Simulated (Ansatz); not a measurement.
## Ba (P6/mmm, 1 atom in the cell): relaxing the cell for a phonon run

Aim: bring Ba (P6/mmm, 1 atom in the cell) to small forces and stress, as phonons need.

Main program and level: Ansatz 0.2.0; DFT PBEsol+D3(BJ), scalar-relativistic, plane waves, PAW.

This is not the structure that Ba takes at ambient pressure and room temperature (bcc); it is a model or a phase of other conditions.

### Step 1. The starting structure

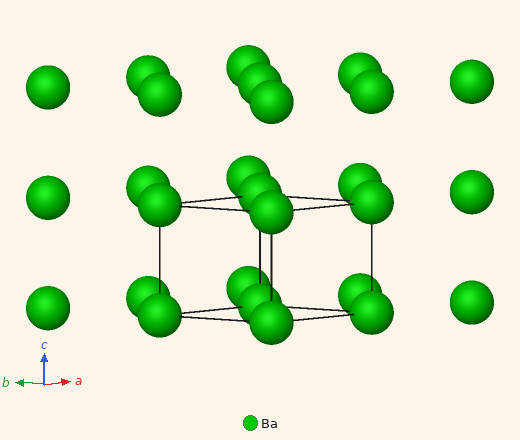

The starting structure, seen from a free direction (barium green). 2×2×2 cells are drawn. Some periodic images of atoms are drawn too.

### Step 2. Probe on a coarse mesh

First a cheap look: the gap decides the mesh and the occupations, the pressure tells how far the cell has to move.

The input, input.yaml:

```yaml
crystal:
  lattice:
    - [4.3116136979, 0.0, 0.0]
    - [-2.155806849, 3.7339669937, 0.0]
    - [0.0, 0.0, 3.9134133]
  atoms:
    - { symbol: Ba, position: [0.0, 0.0, 0.0] }
kpoints:
  mp_grid: { grid: [6, 6, 6] }
hamiltonian:
  xc: pbesol
  dispersion: d3bj
scf:
  occupations: { method: gaussian, width: 0.1 }
output:
  forces: true
  stress: true
  eigenvalues: true
```

Launch:

```bash
> ansatz run input.yaml --threads 4 --pin off --max-ram 7168MiB --backend cpu --events-out ev --progress --plain --runs-dir out
```

Numbers of over 12 decimals in the logs are rounded to 6 here.

The program printed:

```text
Engine: ansatz 0.2.0, aarch64-unknown-linux-gnu
Pseudopotentials: kind: paw
Pseudopotential: Ba, paw, valence charge 10, recommended cutoff 420 eV (normal), Ba.paw.azcp
Functional definition: PBEsol
  exchange = pbesol_x
  correlation = pbesol_c
Crystal: 1 atoms, lattice volume = 63.004 Å³
[...]
k-point 0: bands = ["-23.3384", "-8.2422", "-8.2422", "-8.1412", "3.0167", "5.8147", "7.4233", "7.4233", "10.2553"]
  k-point 1: bands = ["-23.3221", "-8.3477", "-8.2237", "-8.2237", "3.4025", "6.2421", "7.5492", "7.5492", "9.6892"]
  k-point 2: bands = ["-23.2892", "-8.7296", "-8.1862", "-8.1862", "4.2651", "6.7674", "7.8410", "7.8410", "8.6899"]
  k-point 27: bands = ["-23.2274", "-8.8047", "-8.4889", "-8.4889", "5.6303", "5.6303", "7.4751", "7.4751", "10.1670"]
[key lines of the parts left out:]
SCF converged after 6 iterations
Free energy (F): -5862.683456 eV
Fermi energy:    5.773804 eV
P = ⅓ Tr σ = -1.4865 GPa (-14.865 kbar)
```

Run time: 1.8 s. Hardware: 4 threads of Arm Neoverse N1, shared host; peak memory 0.29 GiB; 2.4 s of CPU time.

Numbers from this step:

* pressure: -1.486 GPa
* volume per atom: 63.00 Å³
* gap on the k-mesh: 0 eV

The coarse mesh shows no gap and a pressure of -1.5 GPa.

### Step 3. Bringing the structure to rest

Harmonic phonons are second derivatives at a point where the forces vanish, and they are wanted at zero stress, so atoms and cell are relaxed first.

input.yaml, the sections that differ from step 2:

```yaml
kpoints:
  mp_grid: { grid: [12, 12, 10] }
output:
  forces: true
  stress: true
  eigenvalues: true
  write_density: true
  write_potential: true
  elf: true
  volumetric_format: npy
relax:
  adjacent_minimum: "off"
  f_tol: 0.005
  max_steps: 80
  cell: { stress_tol: 0.05 }
# crystal, hamiltonian, scf: as in step 2
```

The program printed:

```text
[...]
Crystal: 1 atoms, lattice volume = 63.004 Å³
Basis set: ecut = 420 eV, 1207 PW (Γ), exchange–correlation on 60×60×54 points (8 copies of the dense FFT grid, shifted against one another)
Bands: 9, of which v1, the nominal top of the filled ones, is band 5 counted from 1 (4 counted from 0)
Symmetry: 24 space group operations
[...]
k-points: 114 of 1440
[...]
SCF iter   1: F=—  HF=-5862.676789 eV  |F-HF|=—  |Δ(HF+E_count)|=         —  Δρ=1.68e-3  dr2=2.81e-3  ethr=1.77e-3  ⟨swp⟩=7.2  Hψ=9872  notcnv=0
[...]
SCF iter   6: F=-5862.676326 eV  HF=-5862.676326 eV  |F-HF|=4.05e-8  |Δ(HF+E_count)|=   3.08e-7  Δρ=7.73e-6  dr2=5.54e-8  ethr=1.00e-9  ⟨swp⟩=9.5  Hψ=8359  notcnv=0
SCF 1 converged in 6 iterations: F = -5862.676326 eV  dr2 = 5.54e-8
[...]
relax step   1: F+E_penalty+E_count = -5862.67632570 eV  Δ(F+E_penalty+E_count) = +0.000e0 eV  max|allowed force component| = 0.000e0 eV/Å  Δτ_max = 0.0000 Å  P = -1.445 GPa  Ω = 63.004 Å³  (6 SCF iters, dr2 threshold 1.00e-7 eV, accepted)
Crystal: 1 atoms, lattice volume = 60.200 Å³
Basis set: ecut = 420 eV, 1171 PW (Γ), exchange–correlation on 60×60×54 points (8 copies of the dense FFT grid, shifted against one another)
[...]
iter 1 solved again at ethr=4.29e-6 eV; its pass at ethr=3.10e-3 eV (dr2=4.29e-4 eV) is discarded
[...]
SCF iter   4: F=-5862.700557 eV  HF=-5862.700557 eV  |F-HF|=1.60e-9  |Δ(HF+E_count)|=   2.13e-6  Δρ=1.93e-6  dr2=2.17e-9  ethr=1.00e-9  ⟨swp⟩=8.2  Hψ=8908  notcnv=0
SCF 2 converged in 4 iterations: F = -5862.700557 eV  dr2 = 2.17e-9
[...]
relax step   2: F+E_penalty+E_count = -5862.70055732 eV  Δ(F+E_penalty+E_count) = -2.423e-2 eV  max|allowed force component| = 0.000e0 eV/Å  Δτ_max = 0.0000 Å  P = -1.233 GPa  Ω = 60.200 Å³  energy of the carried Pulay correction = +1.673e-5 eV  (4 SCF iters, dr2 threshold 1.00e-7 eV, accepted)
Crystal: 1 atoms, lattice volume = 52.232 Å³
Basis set: ecut = 420 eV, 997 PW (Γ), exchange–correlation on 60×60×54 points (8 copies of the dense FFT grid, shifted against one another)
[...]
SCF iter   5: F=-5862.740844 eV  HF=-5862.740844 eV  |F-HF|=2.28e-9  |Δ(HF+E_count)|=   5.30e-8  Δρ=2.37e-6  dr2=5.37e-9  ethr=5.04e-10  ⟨swp⟩=6.0  Hψ=5832  notcnv=0
SCF 3 converged in 5 iterations: F = -5862.740844 eV  dr2 = 5.37e-9
relax step   3: F+E_penalty+E_count = -5862.74084414 eV  Δ(F+E_penalty+E_count) = -4.029e-2 eV  max|allowed force component| = 0.000e0 eV/Å  Δτ_max = 0.0000 Å  P = -0.258 GPa  Ω = 52.232 Å³  energy of the carried Pulay correction = +6.877e-5 eV  (5 SCF iters, dr2 threshold 1.00e-7 eV, accepted)
[...]
relax step   4: F+E_penalty+E_count = -5862.74213847 eV  Δ(F+E_penalty+E_count) = -1.294e-3 eV  max|allowed force component| = 0.000e0 eV/Å  Δτ_max = 0.0000 Å  P = +0.033 GPa  Ω = 50.462 Å³  energy of the carried Pulay correction = +8.133e-5 eV  (4 SCF iters, dr2 threshold 1.00e-7 eV, accepted)
Basis set: ecut = 420 eV, 997 PW (Γ), exchange–correlation on 54×54×50 points (8 copies of the dense FFT grid, shifted against one another)
[...]
SCF iter   1: F=—  HF=-5862.742079 eV  |F-HF|=—  |Δ(HF+E_count)|=         —  Δρ=3.35e-5  dr2=5.39e-8  ethr=5.33e-7  ⟨swp⟩=2.6  Hψ=12365  notcnv=0
eigensolver tolerance schedule: the retry pair's looser diagonalisation over-reported the residual by 986.93 of it (diagonalisation noise at 0.20 of the residual, at the tolerance the schedule requests for it); recorded, not acted on — ethr = c·dr2/N_el stays at c = 1.0e-1
[...]
SCF iter   2: F=—  HF=-5862.742078 eV  |F-HF|=—  |Δ(HF+E_count)|=   4.65e-7  Δρ=1.68e-5  dr2=1.33e-8  ethr=5.39e-10  ⟨swp⟩=2.5  Hψ=1695  notcnv=0
[...]
SCF iter   5: F=-5862.742078 eV  HF=-5862.742078 eV  |F-HF|=3.64e-12  |Δ(HF+E_count)|=  1.82e-12  Δρ=7.62e-8  dr2=4.36e-12  ethr=1.00e-12  ⟨swp⟩=6.6  Hψ=5215  notcnv=0
SCF 5 converged in 5 iterations: F = -5862.742078 eV  dr2 = 4.36e-12
relax step   5: F+E_penalty+E_count = -5862.74207838 eV  Δ(F+E_penalty+E_count) = +6.009e-5 eV  max|allowed force component| = 0.000e0 eV/Å  Δτ_max = 0.0000 Å  P = +0.032 GPa  Ω = 50.462 Å³  stress off target by 3.36e-2 GPa  SCF on the basis re-selected at this cell (its energy is not comparable with the rows above)  (5 SCF iters)
basis re-selected at this cell: Δ(F+E_penalty+E_count) = +6.009e-5 eV, ΔP = -0.001 GPa vs the last step (what re-selecting the basis moved, of the pressure what is left beyond the Pulay correction that the steps carried, after the strain that the cell walked since its last selection, with what the two solves' SCF thresholds leave and, on support functions, any second-order correction that the steps lacked; it is no measure of the basis error at this ecutwfc). The dense FFT grid was sized anew with the basis: this SCF ran on 27×27×25 points, the steps before it on 30×30×27, so part of this shift can come from that change (see relax.cell in the input reference). [rest of the remark cut]
SCF converged after 5 iterations
Free energy (F): -5862.742078 eV
[...]
Internal energy: -5862.737619 eV  (E = F + TS)
E sigma→0 (E₀):  -5862.739849 eV
Entropy (-TS):   -0.004459 eV (-4.459 meV/atom)
Fermi energy:    7.633079 eV
[...]
--- Stress (GPa, compression-positive) ---
        0.033593       0.000000       0.000000
       -0.000000       0.033593      -0.000000
        0.000000      -0.000000       0.029270
  P = ⅓ Tr σ = 0.0322 GPa (0.322 kbar)
--- Band table (eV; the first three rows and the last of 114) ---
[...]
--- Relaxed structure (4 steps of the walk, 4 accepted, 1 SCFs on fresh bases) ---
  F+E_penalty+E_count = -5862.74207838 eV   max|allowed force component| = 0.000e0 eV/Å   (the final SCF, on the basis selected at the relaxed cell)
  cell:  # Å, volume = 50.4621 Å³
    - [3.980296, 2.6649214717073346e-11, 0.0]
    - [-1.990148, 3.447038, 0.0]
    - [0.0, 0.0, 3.677936]
  atoms:
    - { symbol: Ba, position: [0.0, 0.0, 0.0] }
```

The job ended after 23 s (4 threads; peak memory 0.4 GiB).

The steps of the relaxation:

```tsv
step	energy less that of the first step (eV)	largest force component (eV/Å)	pressure (GPa)	volume (Å³)
1	0.0000	0.0000	-1.44	63.00
2	-0.0242	0.0000	-1.23	60.20
3	-0.0645	0.0000	-0.26	52.23
4	-0.0658	0.0000	0.03	50.46
5*	-0.0658	0.0000	0.03	50.46
```

Relaxation steps marked * repeat the geometry before them on a plane-wave basis chosen anew for their cell, so energy and pressure can jump there.

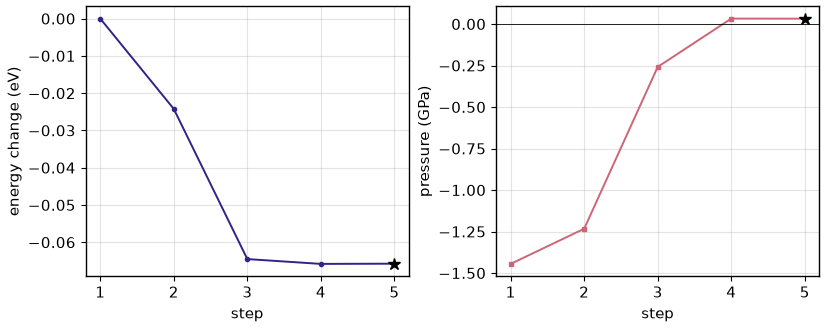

Energy and pressure along the relaxation. Stars mark steps on a basis chosen anew.

```tsv
conventional cell, symmetrised	before	after	change
a (Å)	4.312	3.980	-7.7 %
b (Å)	4.312	3.980	-7.7 %
c (Å)	3.913	3.678	-6.0 %
volume (Å³/atom)	63.00	50.46	-19.9 %
```

The relaxed structure:

```cif
data_structure
_symmetry_space_group_name_H-M 'P 1'
_symmetry_Int_Tables_number 1
_cell_length_a 3.9803
_cell_length_b 3.9803
_cell_length_c 3.6779
_cell_angle_alpha 90.000
_cell_angle_beta 90.000
_cell_angle_gamma 120.000
_cell_volume 50.46
loop_
_atom_site_label
_atom_site_type_symbol
_atom_site_fract_x
_atom_site_fract_y
_atom_site_fract_z
_atom_site_occupancy
Ba1 Ba 0.00000 0.00000 0.00000 1
```

This step gave:

- pressure: 0.03215 GPa
- volume per atom: 50.46 Å³

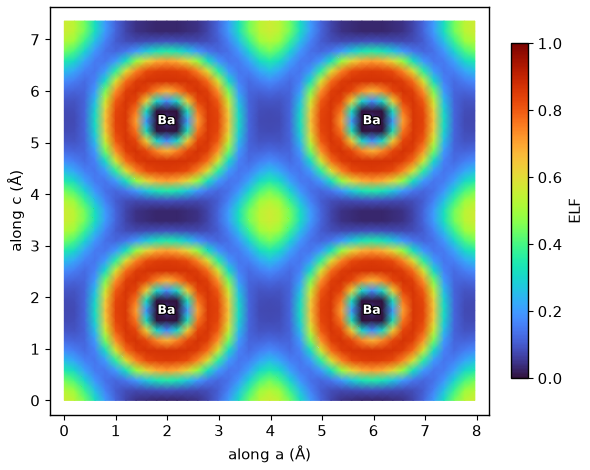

ELF in the ac plane at fractional y = 0.000, with atoms of Ba within 0.2 Å of it. It is the smooth field of the valence electrons, not physical close to the nuclei. The map starts off the cell's origin, so that atoms lie inside it.

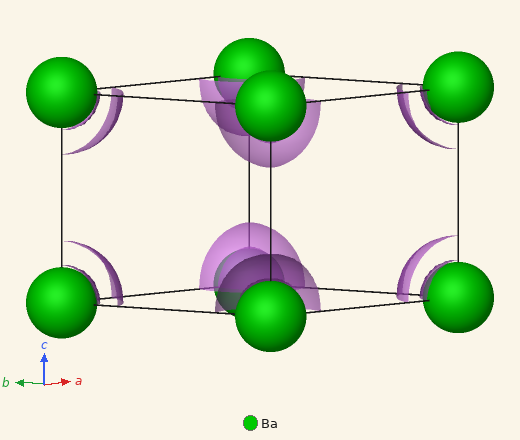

Surface of ELF = 0.79.

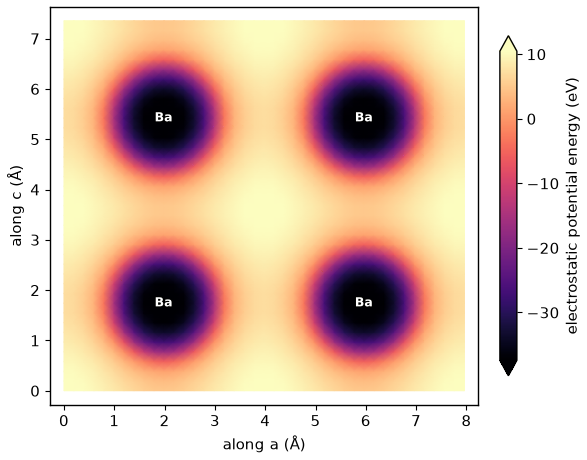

Electrostatic potential energy in the ac plane at fractional y = 0.000, with atoms of Ba within 0.2 Å of it. With pseudopotentials it is smooth inside the atoms' cores, unlike the true potential. The map starts off the cell's origin, so that atoms lie inside it.

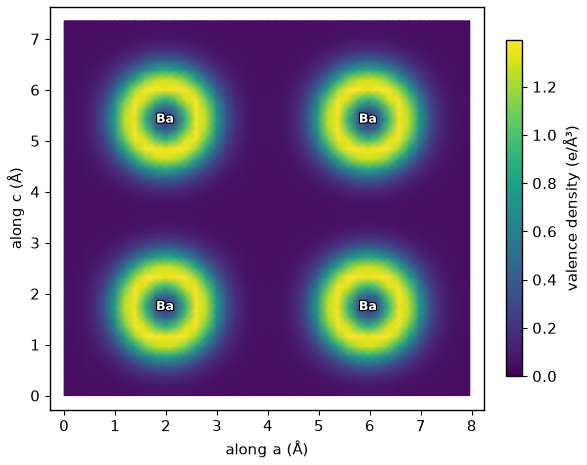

Valence density in the ac plane at fractional y = 0.000, with atoms of Ba within 0.2 Å of it. It is the smooth field of the valence electrons, not physical close to the nuclei. The map starts off the cell's origin, so that atoms lie inside it.

In this step the volume went from 63.00 to 50.46 Å³/atom.

### Step 4. Bringing the structure to rest

The relaxation is repeated from its end on the same settings, as a check that it has come to rest.

input.yaml, the sections that differ from step 3:

```yaml
crystal:
  lattice:
    - [3.9802964718, 0.0, 0.0]
    - [-1.9901482359, 3.4470378592, 0.0]
    - [0.0, 0.0, 3.6779360071]
  atoms:
    - { symbol: Ba, position: [0.0, 0.0, 0.0] }
output:
  forces: true
  stress: true
  eigenvalues: true
# kpoints, hamiltonian, scf, relax: as in step 3
```

The program printed:

```text
[...]
Crystal: 1 atoms, lattice volume = 50.462 Å³
Basis set: ecut = 420 eV, 997 PW (Γ), exchange–correlation on 54×54×50 points (8 copies of the dense FFT grid, shifted against one another)
Bands: 9, of which v1, the nominal top of the filled ones, is band 5 counted from 1 (4 counted from 0)
Symmetry: 24 space group operations
[...]
k-points: 114 of 1440
[...]
0.000000       0.033592       0.000000
        0.000000       0.000000       0.029267
  P = ⅓ Tr σ = 0.0322 GPa (0.322 kbar)
--- Band table (eV; the first three rows and the last of 114) ---
[...]
--- Relaxed structure (1 steps of the walk, 1 accepted, 1 SCFs on fresh bases) ---
[...]
cell:  # Å, volume = 50.4621 Å³
    - [3.980296, 0.0, 0.0]
    - [-1.990148, 3.447038, 0.0]
    - [0.0, 0.0, 3.6779360071]
  atoms:
    - { symbol: Ba, position: [0.0, 0.0, 0.0] }
[key lines of the parts left out:]
SCF converged after 4 iterations
Free energy (F): -5862.742078 eV
Fermi energy:    7.633080 eV
```

Run time: 8.2 s. Hardware: 4 threads; peak memory 0.37 GiB.

Little changed from the start: no atom moved by 0.005 Å and no cell edge by 0.1 %.

In this step the volume went from 50.46 to 50.46 Å³/atom.

### Step 5. Relaxing to small forces for the phonons

Phonons need a cell at rest on their own settings, so the relaxation is repeated with tight tolerances on forces and stress, using the mesh and the filling of the phonon run that follows.

input.yaml, the sections that differ from step 4:

```yaml
kpoints:
  mp_grid: { grid: [12, 12, 12] }
scf:
  occupations: { method: methfessel_paxton, width: 0.15 }
relax:
  adjacent_minimum: "off"
  f_tol: 0.001
  max_steps: 60
  cell: { stress_tol: 0.01 }
# crystal, hamiltonian, output: as in step 4
```

The program printed:

```text
[...]
Crystal: 1 atoms, lattice volume = 50.462 Å³
Basis set: ecut = 420 eV, 997 PW (Γ), exchange–correlation on 54×54×50 points (8 copies of the dense FFT grid, shifted against one another)
Bands: 9, of which v1, the nominal top of the filled ones, is band 5 counted from 1 (4 counted from 0)
Symmetry: 24 space group operations
[...]
k-points: 133 of 1728
[...]
0.000000       0.002633      -0.000000
       -0.000000      -0.000000      -0.003188
  P = ⅓ Tr σ = 0.0007 GPa (0.007 kbar)
--- Band table (eV; the first three rows and the last of 133) ---
[...]
--- Relaxed structure (3 steps of the walk, 3 accepted, 1 SCFs on fresh bases) ---
[...]
cell:  # Å, volume = 50.6404 Å³
    - [3.983786, 0.0, 0.0]
    - [-1.991893, 3.450060, 0.0]
    - [0.0, 0.0, 3.684464]
  atoms:
    - { symbol: Ba, position: [0.0, 0.0, 0.0] }
[key lines of the parts left out:]
SCF converged after 6 iterations
Free energy (F): -5862.736862 eV
Fermi energy:    7.578518 eV
```

The job ended after 15 s (4 threads; peak memory 0.38 GiB; 31 s of CPU time).

Step by step:

```tsv
step	energy less that of the first step (eV)	largest force component (eV/Å)	pressure (GPa)	volume (Å³)
1	0.0000	0.0000	0.03	50.46
2	0.0000	0.0000	0.02	50.51
3	0.0000	0.0000	0.00	50.64
4*	0.0000	0.0000	0.00	50.64
```

Relaxation steps marked * repeat the geometry before them on a plane-wave basis chosen anew for their cell, so energy and pressure can jump there.

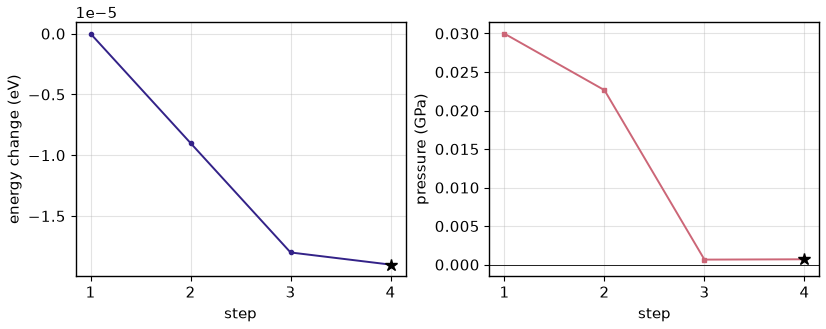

Energy and pressure along the relaxation. Stars mark steps on a basis chosen anew.

```tsv
conventional cell, symmetrised	before	after	change
a (Å)	3.980	3.984	+0.1 %
b (Å)	3.980	3.984	+0.1 %
c (Å)	3.678	3.684	+0.2 %
volume (Å³/atom)	50.46	50.64	+0.4 %
```

Final coordinates:

```cif
data_structure
_symmetry_space_group_name_H-M 'P 1'
_symmetry_Int_Tables_number 1
_cell_length_a 3.9838
_cell_length_b 3.9838
_cell_length_c 3.6845
_cell_angle_alpha 90.000
_cell_angle_beta 90.000
_cell_angle_gamma 120.000
_cell_volume 50.64
loop_
_atom_site_label
_atom_site_type_symbol
_atom_site_fract_x
_atom_site_fract_y
_atom_site_fract_z
_atom_site_occupancy
Ba1 Ba 0.00000 0.00000 0.00000 1
```

This step gave:

```yaml
pressure: 6.93e-4 GPa
volume_per_atom: 50.64 Å³
```

The forces vanish by symmetry and the pressure is 0.001 GPa, within the tolerances set. The cell now holds 50.64 Å³/atom.

### Step 6. Outcome

```json
{"space group after relaxation (within 0.01 Å)": "P6/mmm", "lattice constant a": "3.984 Å", "lattice constant b": "3.984 Å", "lattice constant c": "3.684 Å", "volume per atom": "50.6 Å³"}
```

What this shows: The forces vanish by symmetry and the pressure is 0.001 GPa, within the tolerances set. The cell now holds 50.64 Å³/atom. The relaxation keeps the symmetry of its start, so it says nothing on stability against lower symmetry. Spin-orbit coupling is left out, which can matter for the heavy elements here.

[Logs are printed without paths, hosts, clocks, repeated set-up lines and the standing remarks that a program may print on its own settings, such as how far it seeks lower states.]

[Hosts, paths, dates, database ids (printed as entryN), source tags and the programs' standing remarks are cut or masked in the printed files.]
